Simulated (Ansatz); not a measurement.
System: AlClLiO (doublet).

Input file:

```
crystal:
  periodic: [false, false, false]
  atoms:
    - {symbol: Al, position_ang: [-0.376422, -0.841147, 0.258563]}
    - {symbol: Cl, position_ang: [-1.169704, 1.285875, -0.490667]}
    - {symbol: Li, position_ang: [0.867960, 1.541389, 0.227391]}
    - {symbol: O, position_ang: [-1.151653, -2.299017, 0.272412]}
basis:
  gaussian:
    orbitals: def2-TZVPD
output:
  forces: true
  orbitals: {seedname: orbitals}
magnetization:
  spin_polarized: true
  initial_magnetization: 1
hamiltonian:
  xc: {name: PBE0}
```

Launched as:

```sh
ansatz run input.yaml --threads 1 --pin off --max-ram 2610MiB --events-out events.jsonl --progress --plain --runs-dir runs
```

Geometry: BLYP-D3(BJ)/def2-SVP.

Method: isolated molecule in a Gaussian basis; Kohn-Sham density functional theory, functional PBE0 (Ansatz).

**Predict the electron density, electron localisation function and spin density between the atoms.**

Al–O (1.65 Å): the density is about 0.97 e/Å³ at the midpoint; the ELF peaks at about 0.80 in the valence shell of O, 0.6 Å from its nucleus, and is about 0.40 at the midpoint.
Li–Cl (2.18 Å): ρ is about 0.49 e/Å³ halfway; the ELF peaks at about 0.90 in the valence shell of Cl, 0.8 Å from its nucleus, and falls to about 0.05 next to Li (an ionic contact with no shared pair).
Al–Cl (2.39 Å): ρ at the midpoint is about 0.43 e/Å³; the ELF peaks at about 0.85 in the valence shell of Cl, 0.8 Å from its nucleus, and is about 0.75 at the midpoint.
The unpaired spin (1 electron) lies mostly on Al1 (about 0.4), O4 (about 0.3), Li3 (about 0.2) and Cl2 (about 0.1), in electrons by Hirshfeld's partition.

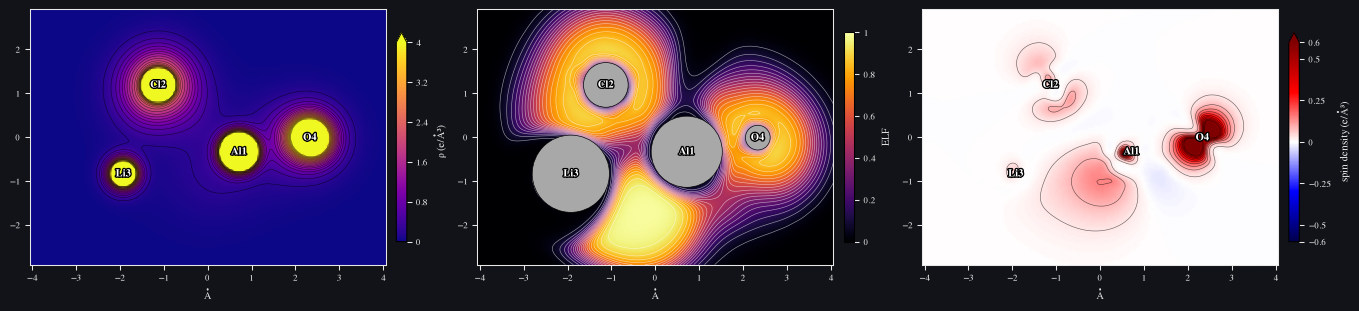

Computed electron density, electron localisation function and spin density on the molecular plane, in this order. Grey discs cover the atomic cores in the ELF map. 
